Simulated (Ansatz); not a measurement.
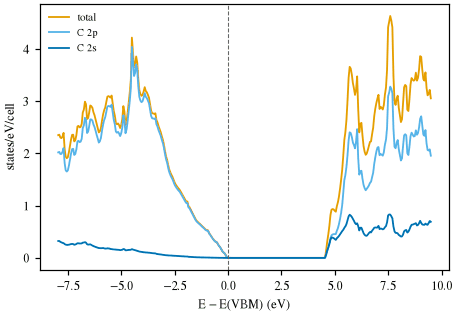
*Total and projected density of states of C in space group P6_3/mmc (No. 194; C on 4e, C on 4f), PBE (plane waves, PAW; program Ansatz)*

Which orbitals carry the states next to the gap?

Top 1 eV of the valence band: C 2p 99 %. Bottom 1 eV of the conduction band: C 2p 56 %, C 2s 34 %, outside the projected shells 10 %. Projections are on Löwdin-orthogonalised atomic valence shells; empty p or d shells of many metals are not among them.

Where is the tallest occupied peak in this window, and what makes it?

Near -4.5 eV, about 4.2 states/eV per cell; the largest projected share is C 2p.

The first step of the workflow began from a Materials Project structure, measured or hypothetical. Its sites differ from those of the usual phase in this space group: another stacking or structure type. Symmetry was held in the PBE relaxation; its stability against distortions is not shown here.

Potentials: the later of the program's two PAW sets.
